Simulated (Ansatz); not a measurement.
# Hypothetical rock salt GaSb, pressure series

The reference is GaSb in the rock salt structure (space group Fm-3m, No. 225; a hypothetical phase, not in the database extracts checked).

```
GaSb
1.0
    0.00000     2.89938     2.89938
    2.89938     0.00000     2.89938
    2.89938     2.89938     0.00000
Sb Ga
1 1
Direct
  0.00000   0.00000   0.00000
  0.50000   0.50000   0.50000
```

Cell and atoms are relaxed at each pressure.

Levels (all Ansatz, a program for electronic structure, PAW): PBE (420 eV, scalar-relativistic without spin-orbit coupling); PBEsol (420 eV, no SOC).

The base cell above is that of PBE; each level relaxes its own structures.

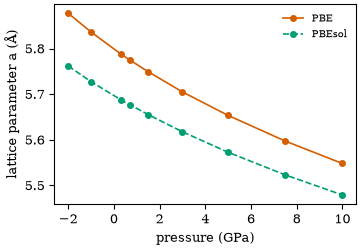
Figure. Lattice parameter a under two levels

Q: How do the two levels compare along the series?

A: PBE lies above PBEsol in every row, by 0.069 Å to 0.116 Å. They put the cases in the same order.

Load acts through the strain it causes; cell and atoms are relaxed under it. Whether these cells are dynamically stable was not tested. Competing high-pressure phases were not computed. All final runs are without spin polarisation.
